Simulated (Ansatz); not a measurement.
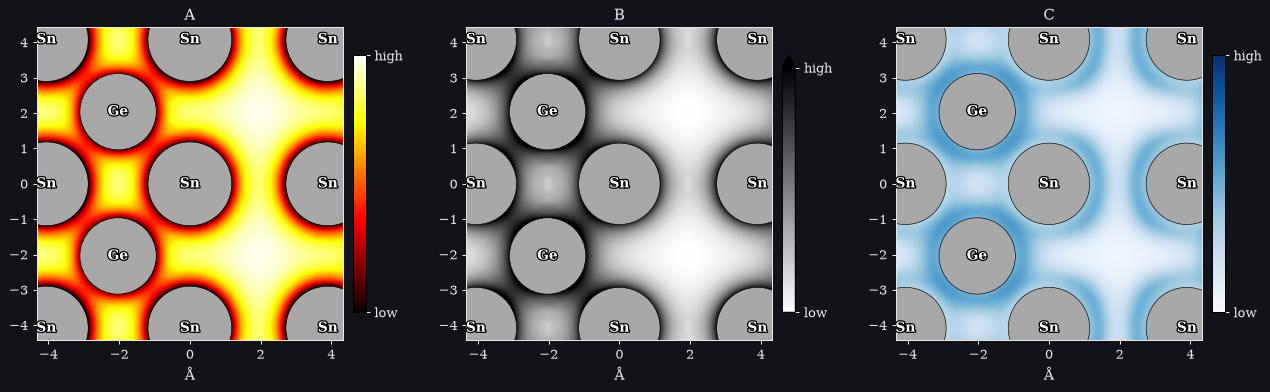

Sn4Ge3: 3 fields on the (010) plane of the conventional cell, with unlabelled colour scales. Grey discs cover the atomic cores.

Space group Cmmm; a generated structure, not necessarily the stable one.

Level of theory: DFT PBE, scalar-relativistic, plane waves, PAW (Ansatz).

**Match the panels to the quantities (electron localisation function, electrostatic potential energy of an electron and valence pseudo-density).**

Panel A: electrostatic potential energy of an electron (low next to the atoms, rising into the space between them). Panel B: valence pseudo-density. Panel C: electron localisation function. From the grid: Sn–Ge (2.88 Å): ρ is about 0.27 e/Å³ halfway; the ELF is about 0.55 at the midpoint.
